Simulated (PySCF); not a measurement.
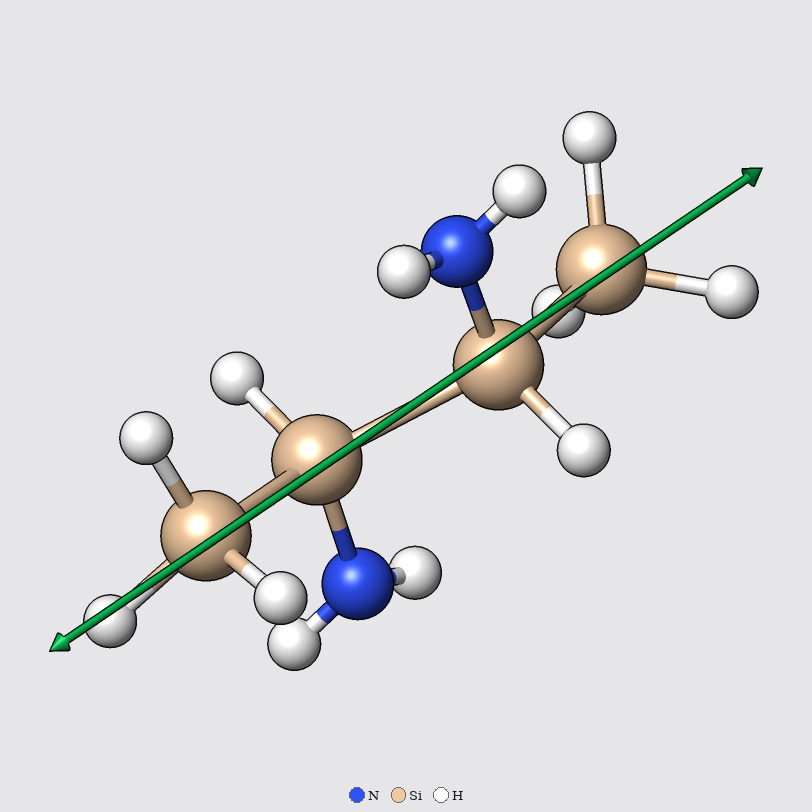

The double arrow shows the direction of the transition dipole to excited singlet state 3 (its length means nothing). The geometry was computed by an optimisation with GFN2-xTB. No frequency run is at hand to confirm it as a minimum. Method: TDDFT ωB97X-D/def2-SVPD, vertical, gas phase, core orbitals frozen in the response (PySCF 2.14.0).

> Give its energy, strength and character.

5.90 eV (210 nm), oscillator strength 0.33, mainly HOMO−2 → LUMO (weight 0.91); transition dipole 3.84 D.

The geometry is semi-empirical. Around Si such bond lengths and angles can be off by a tenth of an ångström or more and by several degrees, and values that hang on the shape move with them.
